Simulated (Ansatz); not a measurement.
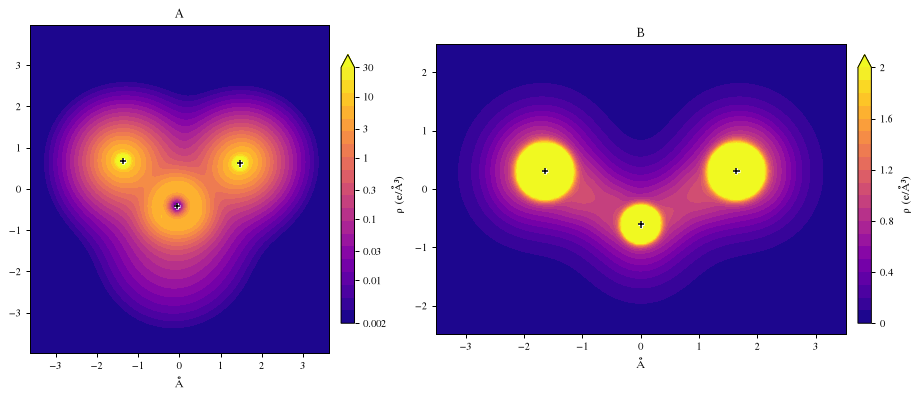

The electron density of 2 systems, each on a plane through atoms (crosses mark nuclei in the plane).

Method: Ansatz 0.2.0, UKS PBE0-D4/def2-TZVPD.

System 1: BP2 (charge −1, quintet), the molecular plane. Geometry: PBE0-D4/def2-TZVPD; the highest occupied orbital lies above zero, a sign that basis and functional describe the outermost electron poorly.

```tsv
atom	x (Å)	y (Å)	z (Å)
B	0.0169	-0.4491	-0.4093
P	-0.5600	-0.8278	1.3365
P	0.5431	1.2769	-0.9272
```

System 2: ClMoO3 (doublet), the plane of atoms O2, Mo1 and O4. Geometry: r2SCAN-D4/def2-SVPD; core potentials replace the inner electrons of Mo.

```
atom    x (Å)    y (Å)    z (Å)
  Mo   0.0362   0.0642  -0.0071
   O   0.1002   0.1351   1.8370
   O   1.6482   0.1033  -0.5342
   O  -0.7546   1.4792  -0.5067
  Cl  -1.0301  -1.7817  -0.7891
```

Question: Which map belongs to which system?

Answer: Panel A is system 2, ClMoO3: the plane holds Mo and O. Mo–O (1.70 Å): ρ at the midpoint is about 1.9 e/Å³. Panel B is system 1, BP2: the plane holds B and P. B–P (1.88 Å): ρ at the midpoint is about 1 e/Å³.
